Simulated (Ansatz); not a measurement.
# Run report: C$_{3}$H$_{12}$BNSi, nudged elastic band

System: C$_{3}$H$_{12}$BNSi, SMILES CCB(N)C[SiH3].
Method: RKS B3LYP/6-31G* (Ansatz 0.2.0).

One setting was made poor on purpose. It belongs to a series of runs on one base structure; here: band between the two ends. Figures and captions count atoms from 1; the log counts them from 0 in places.

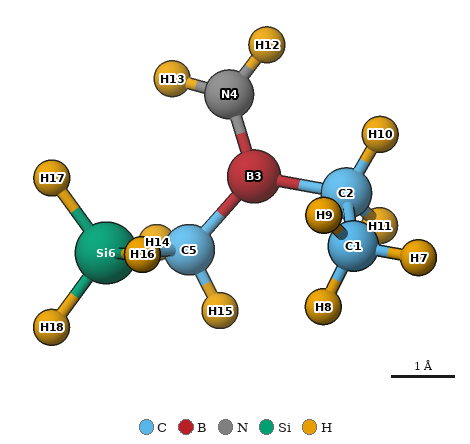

Fig. 1: The starting structure (ball-and-stick view, seen at an oblique angle; atoms are numbered from 1 in the order of the input). Bond lengths as drawn: B–C 1.59 Å, B–N 1.41 Å, C–C 1.54 Å, C–H 1.10 Å, C–Si 1.89 Å, H–N 1.01 Å and H–Si 1.49 Å.

Input file
```yaml
crystal:
  periodic: [false, false, false]
  atoms:
    - { symbol: C, position_ang: [0.57801, -2.093898, -0.227937] }
    - { symbol: C, position_ang: [1.273685, -0.826549, -0.762464] }
    - { symbol: B, position_ang: [0.594568, 0.550174, -0.339014] }
    - { symbol: "N", position_ang: [1.390172, 1.554195, 0.241583] }
    - { symbol: C, position_ang: [-0.955147, 0.831043, -0.560378] }
    - { symbol: Si, position_ang: [-1.94191, 0.789758, 1.050978] }
    - { symbol: H, position_ang: [1.065021, -3.007239, -0.59061] }
    - { symbol: H, position_ang: [-0.472319, -2.1386, -0.539563] }
    - { symbol: H, position_ang: [0.5922, -2.127584, 0.867976] }
    - { symbol: H, position_ang: [2.335254, -0.847725, -0.473156] }
    - { symbol: H, position_ang: [1.269539, -0.869737, -1.864276] }
    - { symbol: H, position_ang: [2.376969, 1.43436, 0.426957] }
    - { symbol: H, position_ang: [1.039485, 2.461469, 0.519966] }
    - { symbol: H, position_ang: [-1.113554, 1.829122, -0.994891] }
    - { symbol: H, position_ang: [-1.403279, 0.108072, -1.253794] }
    - { symbol: H, position_ang: [-1.710111, -0.469346, 1.812137] }
    - { symbol: H, position_ang: [-1.547145, 1.926599, 1.932415] }
    - { symbol: H, position_ang: [-3.409038, 0.907187, 0.805872] }
basis:
  gaussian: { orbitals: "6-31G*" }
hamiltonian:
  xc: b3lyp
neb:
  order_check: false
  images: 5
  f_tol: 0.5
  max_iterations: 53
  initial_path: idpp
  final_atoms:
    - { symbol: C, position_ang: [0.57627384, -2.09451016, -0.22672628] }
    - { symbol: C, position_ang: [1.27307286, -0.82678126, -0.75862594] }
    - { symbol: B, position_ang: [0.59432514, 0.55126873, -0.33921451] }
    - { symbol: "N", position_ang: [1.39128031, 1.55667819, 0.23744942] }
    - { symbol: C, position_ang: [-0.95482871, 0.83297595, -0.56102491] }
    - { symbol: Si, position_ang: [-1.94119811, 0.78775793, 1.05033222] }
    - { symbol: H, position_ang: [1.06302289, -3.00721105, -0.59116588] }
    - { symbol: H, position_ang: [-0.47399515, -2.13823741, -0.53874861] }
    - { symbol: H, position_ang: [0.59012109, -2.13052353, 0.86916248] }
    - { symbol: H, position_ang: [2.33391122, -0.84814582, -0.46652863] }
    - { symbol: H, position_ang: [1.27224873, -0.8695944, -1.86072374] }
    - { symbol: H, position_ang: [1.04237761, 2.46546153, 0.5128996] }
    - { symbol: H, position_ang: [2.37803208, 1.43614152, 0.42246006] }
    - { symbol: H, position_ang: [-1.11317311, 1.83210748, -0.99249758] }
    - { symbol: H, position_ang: [-1.40286281, 0.11201391, -1.25624733] }
    - { symbol: H, position_ang: [-1.71167276, -0.47342384, 1.80788495] }
    - { symbol: H, position_ang: [-1.54616739, 1.92067519, 1.93601813] }
    - { symbol: H, position_ang: [-3.40836775, 0.90464803, 0.80709754] }
```

Run on 2 threads of Arm Neoverse V2, 24 GiB of memory available, shared host.

Command:
```bash
ansatz run input.yaml --threads 2 --pin off --max-ram 3072MiB --backend cpu --events-out ev --progress --plain --runs-dir out
```

Log
```
Engine: ansatz 0.2.0, aarch64-unknown-linux-gnu
Functional definition: B3LYP
  parameter a0 = 0.2
  parameter ax = 0.72
  parameter ac = 0.81
  exchange = (1 - a0 - ax)*slater_x + ax*b88_x + a0*exact_x
  correlation = (1 - ac)*vwn_rpa_c + ac*lyp_c
1407 factors; integrals over basis functions are off by at most 7.7e-4 eV
mean field evaluation 1: about -13340.3161 eV, gradient 7.5e1 eV
mean field evaluation 2: about -13332.4311 eV, gradient 9.2e1 eV
mean field evaluation 4: about -13352.6236 eV, gradient 4.6e0 eV
mean field evaluation 8: about -13352.6844 eV, gradient 2.2e-1 eV
mean field evaluation 16: about -13352.6845 eV, gradient 3.3e-5 eV
mean field -13352.68449681 eV, -490.7021044831 hartree, gradient 3.3e-5 eV, S^2 0.000000; 0 other end points of the search recorded, 0 dependent functions left out
the calculation of the forces begins
reference -13352.68476685 eV, -490.7021144068 hartree; 28, 28 occupied and 90, 90 virtual orbitals, 1407 factors
1407 factors; integrals over basis functions are off by at most 7.7e-4 eV
mean field evaluation 32: about -13352.6845 eV, gradient 3.3e-5 eV
mean field -13352.68451577 eV, -490.7021051800 hartree, gradient 3.3e-5 eV, S^2 0.000000; 0 other end points of the search recorded, 0 dependent functions left out
[... from here on the field's lines of each further geometry are left out, up to the last ...]
NEB iter   1: max|band force component| = 2.487e0 eV/Å  barrier→ = 1.4862 eV  barrier← = 1.4862 eV  Δτ_max = 0.0958 Å  (184 SCF iters)
NEB iter   2: max|band force component| = 1.148e0 eV/Å  barrier→ = 1.3725 eV  barrier← = 1.3725 eV  Δτ_max = 0.0827 Å  (126 SCF iters)
the calculation of the forces begins
reference -13352.49191214 eV, -490.6950271271 hartree; 28, 28 occupied and 90, 90 virtual orbitals, 1407 factors
1407 factors; integrals over basis functions are off by at most 7.6e-4 eV
mean field evaluation 256: about -13351.3762 eV, gradient 1.3e-2 eV
mean field -13351.37623694 eV, -490.6540268197 hartree, gradient 1.4e-5 eV, S^2 0.000000; 1 other end points of the search recorded, 0 dependent functions left out
the calculation of the forces begins
reference -13351.37650848 eV, -490.6540367985 hartree; 28, 28 occupied and 90, 90 virtual orbitals, 1407 factors
NEB iter   3: max|band force component| = 4.370e-1 eV/Å  barrier→ = 1.3083 eV  barrier← = 1.3083 eV  CI = image 3  Δτ_max = 0.0000 Å  (264 SCF iters)
```

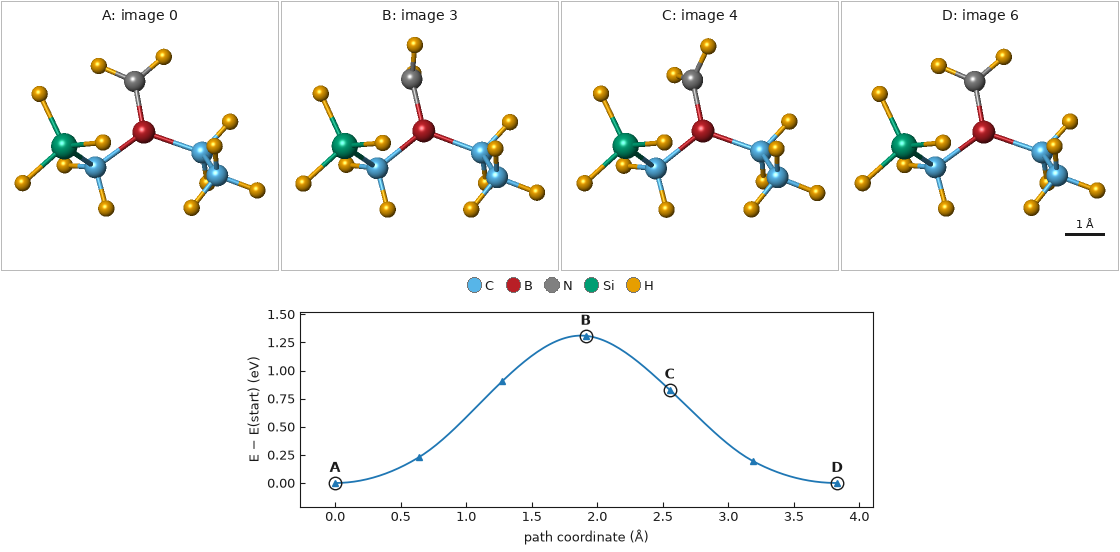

Fig. 2: Images of the last band (counted from 0; ball-and-stick, seen at a tilt) above the energy along the path; the line is a cubic interpolation that uses the forces. The highest image is number 3, 1.308 eV above the start and 1.308 eV above the end (the climbing image); start and end have the same energy. The path is 3.83 Å long. The band converged in 3 iterations.

```
Total energy: -13351.37650848 eV, -490.6540367985 hartree
Atom 0 at     0.490574    -2.136701    -0.068566 Å, force     0.022987     0.020621    -0.006869 eV/Å
Atom 1 at     1.274343    -0.904581    -0.575100 Å, force     0.025435     0.017916     0.228475 eV/Å
Atom 2 at     0.632011     0.528744    -0.276490 Å, force     0.033615    -0.218083    -0.289346 eV/Å
Atom 3 at     1.415652     1.658175     0.266499 Å, force    -0.441487     0.344964    -0.202136 eV/Å
Atom 4 at    -0.878113     0.768469    -0.684190 Å, force     0.136647     0.195866     0.134636 eV/Å
Atom 5 at    -1.991951     0.899835     0.843921 Å, force    -0.018089    -0.025038     0.036368 eV/Å
Atom 6 at     0.983149    -3.072569    -0.359107 Å, force    -0.004467     0.006258    -0.007693 eV/Å
Atom 7 at    -0.529809    -2.166348    -0.468331 Å, force     0.007623     0.017690    -0.004152 eV/Å
Atom 8 at     0.410843    -2.139666     1.025385 Å, force    -0.001755     0.006632    -0.012811 eV/Å
Atom 9 at     2.304413    -0.941180    -0.199982 Å, force     0.038776    -0.046692     0.006565 eV/Å
Atom 10 at     1.351698    -0.986311    -1.675093 Å, force     0.003415     0.073267     0.020758 eV/Å
Atom 11 at     2.051418     2.166724    -0.332839 Å, force     0.057512    -0.103886    -0.054284 eV/Å
Atom 12 at     1.664497     1.781360     1.234667 Å, force     0.091791    -0.298066     0.127163 eV/Å
Atom 13 at    -0.964828     1.758776    -1.155935 Å, force    -0.025935    -0.024554    -0.017144 eV/Å
Atom 14 at    -1.315479     0.009918    -1.348454 Å, force     0.094181     0.021064     0.042264 eV/Å
Atom 15 at    -1.889231    -0.319116     1.695623 Å, force    -0.010712    -0.004277     0.005742 eV/Å
Atom 16 at    -1.627326     2.067386     1.691738 Å, force    -0.008620     0.000121    -0.023409 eV/Å
Atom 17 at    -3.419461     1.038387     0.438055 Å, force    -0.000917     0.016200     0.015872 eV/Å
Dipole moment:     0.260354     0.065945    -0.105297 e Å
this run last wrote the band of iteration 3 to [file]
```

The last band as extended XYZ (Å, eV, eV/Å)
```
18
Properties=species:S:1:pos:R:3:forces:R:3 image=0 energy=-13352.68450
C     0.5780   -2.0939   -0.2279    0.0002   0.0002  -0.0009
C     1.2737   -0.8265   -0.7625    0.0003  -0.0002   0.0042
B     0.5946    0.5502   -0.3390    0.0025  -0.0031  -0.0017
N     1.3902    1.5542    0.2416   -0.0018   0.0031   0.0000
C    -0.9551    0.8310   -0.5604   -0.0041  -0.0009  -0.0087
Si   -1.9419    0.7898    1.0510    0.0013   0.0112   0.0031
H     1.0650   -3.0072   -0.5906    0.0005   0.0005  -0.0006
H    -0.4723   -2.1386   -0.5396   -0.0005  -0.0010  -0.0001
H     0.5922   -2.1276    0.8680    0.0002  -0.0020   0.0001
H     2.3353   -0.8477   -0.4732   -0.0011   0.0005   0.0003
H     1.2695   -0.8697   -1.8643   -0.0002   0.0014   0.0004
H     2.3770    1.4344    0.4270   -0.0019  -0.0007  -0.0006
H     1.0395    2.4615    0.5200    0.0017  -0.0006  -0.0005
H    -1.1136    1.8291   -0.9949    0.0014  -0.0046   0.0041
H    -1.4033    0.1081   -1.2538    0.0027   0.0038   0.0023
H    -1.7101   -0.4693    1.8121   -0.0031   0.0033  -0.0033
H    -1.5471    1.9266    1.9324    0.0013  -0.0041  -0.0007
H    -3.4090    0.9072    0.8059    0.0004  -0.0066   0.0024
18
Properties=species:S:1:pos:R:3:forces:R:3 image=1 energy=-13352.45625
C     0.5525   -2.0719   -0.1893    0.0375  -0.0454  -0.0296
C     1.2990   -0.8434   -0.7645   -0.0115   0.0272   0.0271
B     0.6270    0.5321   -0.3131    0.0436   0.0803  -0.1429
N     1.4342    1.5486    0.2533    0.0706  -0.0426   0.0233
C    -0.9275    0.7816   -0.5385   -0.0315  -0.0199   0.1180
Si   -2.0025    0.8294    1.0060    0.0300  -0.0009  -0.0243
H     1.0330   -3.0091   -0.4956    0.0105   0.0003  -0.0057
H    -0.4886   -2.1177   -0.5313    0.0267   0.0369  -0.0214
H     0.5275   -2.0671    0.9078    0.0392   0.0589  -0.0216
H     2.3457   -0.8825   -0.4311    0.0299  -0.0143  -0.0791
H     1.3151   -0.9392   -1.8612   -0.0125   0.0423  -0.0051
H     2.4234    1.6239    0.0650    0.1924  -0.4174   0.3209
H     1.1254    2.2949    0.8590   -0.3531   0.2741  -0.3482
H    -1.0489    1.7549   -1.0342   -0.0262   0.0139   0.0081
H    -1.3478    0.0261   -1.2159    0.0103   0.0044   0.0422
H    -1.8460   -0.4131    1.8088   -0.0266  -0.0055   0.0526
H    -1.6124    1.9868    1.8630   -0.0220  -0.0094   0.0429
H    -3.4466    0.9768    0.6635   -0.0071   0.0171   0.0427
18
Properties=species:S:1:pos:R:3:forces:R:3 image=2 energy=-13351.77851
C     0.5189   -2.0955   -0.1326    0.0349  -0.0204  -0.0597
C     1.2934   -0.8709   -0.6930    0.0066   0.0558   0.0240
B     0.6309    0.5291   -0.2914    0.0412  -0.0487  -0.2591
N     1.4409    1.5968    0.2504    0.0897   0.0079  -0.1310
C    -0.9092    0.7678   -0.5904   -0.0448   0.0356   0.2261
Si   -2.0112    0.8643    0.9292    0.0000  -0.0240   0.0051
H     1.0050   -3.0341   -0.4289    0.0081   0.0352  -0.0056
H    -0.5131   -2.1412   -0.5009    0.0262   0.0621  -0.0255
H     0.4662   -2.1013    0.9642    0.0473   0.1139  -0.0405
H     2.3239   -0.9119   -0.3166    0.0402  -0.0092  -0.1123
H     1.3440   -0.9824   -1.7857    0.0209  -0.0035  -0.0817
H     2.2860    1.9011   -0.2089    0.5062  -0.6277   0.2107
H     1.3449    2.0595    1.1377   -0.6947   0.4572  -0.0736
H    -0.9963    1.7456   -1.0869    0.0030  -0.0339   0.0358
H    -1.3275    0.0126   -1.2713    0.0646  -0.0164   0.1155
H    -1.8736   -0.3675    1.7518   -0.0573  -0.0132   0.0683
H    -1.6172    2.0271    1.7752   -0.0396  -0.0051   0.0368
H    -3.4433    1.0124    0.5500   -0.0525   0.0342   0.0669
18
Properties=species:S:1:pos:R:3:forces:R:3 image=3 energy=-13351.37624
C     0.4906   -2.1367   -0.0686    0.0230   0.0206  -0.0069
C     1.2743   -0.9046   -0.5751    0.0254   0.0179   0.2285
B     0.6320    0.5287   -0.2765    0.0336  -0.2181  -0.2893
N     1.4157    1.6582    0.2665   -0.4415   0.3450  -0.2021
C    -0.8781    0.7685   -0.6842    0.1366   0.1959   0.1346
Si   -1.9920    0.8998    0.8439   -0.0181  -0.0250   0.0364
H     0.9831   -3.0726   -0.3591   -0.0045   0.0063  -0.0077
H    -0.5298   -2.1663   -0.4683    0.0076   0.0177  -0.0042
H     0.4108   -2.1397    1.0254   -0.0018   0.0066  -0.0128
H     2.3044   -0.9412   -0.2000    0.0388  -0.0467   0.0066
H     1.3517   -0.9863   -1.6751    0.0034   0.0733   0.0208
H     2.0514    2.1667   -0.3328    0.0575  -0.1039  -0.0543
H     1.6645    1.7814    1.2347    0.0918  -0.2981   0.1272
H    -0.9648    1.7588   -1.1559   -0.0259  -0.0246  -0.0171
H    -1.3155    0.0099   -1.3485    0.0942   0.0211   0.0423
H    -1.8892   -0.3191    1.6956   -0.0107  -0.0043   0.0057
H    -1.6273    2.0674    1.6917   -0.0086   0.0001  -0.0234
H    -3.4195    1.0384    0.4381   -0.0009   0.0162   0.0159
18
Properties=species:S:1:pos:R:3:forces:R:3 image=4 energy=-13351.85468
C     0.4620   -2.1681    0.0001    0.0052   0.0293   0.0252
C     1.2600   -0.9402   -0.4620   -0.0069  -0.0469   0.2593
B     0.6448    0.5154   -0.2671    0.0250  -0.0378  -0.1898
N     1.4420    1.5973    0.2714   -0.1678   0.0093  -0.0880
C    -0.8354    0.8051   -0.7596    0.1550   0.1121   0.0409
Si   -1.9722    0.9328    0.7625   -0.0434   0.0014   0.0108
H     0.9549   -3.1052   -0.2841   -0.0151  -0.0239   0.0078
H    -0.5451   -2.1791   -0.4331   -0.0062  -0.0176   0.0235
H     0.3523   -2.1653    1.0899   -0.0449  -0.0851   0.0310
H     2.2906   -0.9815   -0.0864   -0.0076  -0.0540   0.1160
H     1.3655   -0.9999   -1.5648    0.0020   0.0876   0.0884
H     1.7030    2.4044   -0.2707   -0.6373   0.4988   0.0581
H     1.9700    1.5675    1.1280    0.5703  -0.5819  -0.1530
H    -0.9329    1.7867   -1.2440   -0.0157   0.0198  -0.0743
H    -1.2638    0.0357   -1.4167    0.0925   0.0812  -0.0483
H    -1.8957   -0.2729    1.6386    0.0452   0.0086  -0.0486
H    -1.6390    2.1108    1.6091    0.0137   0.0062  -0.0446
H    -3.3987    1.0677    0.3407    0.0359  -0.0070  -0.0145
18
Properties=species:S:1:pos:R:3:forces:R:3 image=5 energy=-13352.49164
C     0.4333   -2.1724    0.0659    0.0134   0.0439  -0.0044
C     1.2642   -0.9647   -0.4004   -0.0168  -0.0294   0.1262
B     0.6598    0.5016   -0.2733    0.0381   0.0243  -0.1115
N     1.4641    1.5488    0.2404   -0.0257   0.0018  -0.0771
C    -0.8039    0.8299   -0.7955    0.0375   0.0393   0.0400
Si   -1.9742    0.9690    0.6911   -0.0419   0.0027   0.0068
H     0.9194   -3.1200   -0.1980   -0.0132   0.0032   0.0194
H    -0.5623   -2.1787   -0.3938   -0.0051   0.0048   0.0207
H     0.2933   -2.1636    1.1525   -0.0261  -0.0203   0.0178
H     2.2773   -1.0154    0.0233   -0.0131  -0.0262   0.0758
H     1.4129   -1.0605   -1.4915    0.0495  -0.0021   0.0064
H     1.3580    2.5179   -0.0205   -0.4164   0.1574   0.2735
H     2.2393    1.4219    0.8740    0.3068  -0.2512  -0.2842
H    -0.8737    1.7975   -1.3139    0.0354  -0.0096  -0.0236
H    -1.2059    0.0599   -1.4673    0.0517   0.0448  -0.0172
H    -1.9029   -0.2254    1.5809    0.0272   0.0078  -0.0343
H    -1.6421    2.1587    1.5237    0.0011   0.0106  -0.0261
H    -3.3943    1.1069    0.2542   -0.0024  -0.0018  -0.0083
18
Properties=species:S:1:pos:R:3:forces:R:3 image=6 energy=-13352.68452
C     0.5768   -2.0947   -0.2234   -0.0018   0.0023   0.0006
C     1.2729   -0.8277   -0.7579    0.0032  -0.0003  -0.0067
B     0.5940    0.5508   -0.3405    0.0093   0.0014   0.0034
N     1.3910    1.5575    0.2340   -0.0015  -0.0021  -0.0016
C    -0.9554    0.8317   -0.5619   -0.0038  -0.0006  -0.0011
Si   -1.9408    0.7890    1.0501   -0.0058   0.0029   0.0060
H     1.0636   -3.0079   -0.5865    0.0010  -0.0019  -0.0001
H    -0.4737   -2.1393   -0.5348    0.0000  -0.0001  -0.0005
H     0.5912   -2.1288    0.8725   -0.0002  -0.0005  -0.0017
H     2.3339   -0.8483   -0.4664   -0.0019   0.0004  -0.0002
H     1.2715   -0.8725   -1.8599   -0.0001  -0.0003   0.0065
H     1.0419    2.4666    0.5080   -0.0017   0.0013  -0.0015
H     2.3778    1.4376    0.4186   -0.0005  -0.0013   0.0010
H    -1.1143    1.8301   -0.9950    0.0014   0.0020   0.0000
H    -1.4036    0.1094   -1.2556   -0.0007  -0.0018  -0.0004
H    -1.7105   -0.4708    1.8097    0.0042  -0.0042  -0.0006
H    -1.5456    1.9236    1.9336    0.0036   0.0031  -0.0004
H    -3.4082    0.9050    0.8074   -0.0047  -0.0003  -0.0027
```

Key numbers

- outcome: converged
- barrier, forward: 1.308 eV
- barrier, backward: 1.308 eV
- wall time: 76 s (CPU time 2.5 min)
- peak memory: 0.3 GiB

Notes

A deliberately poor setting: loose force. The order of the saddle point was not checked.
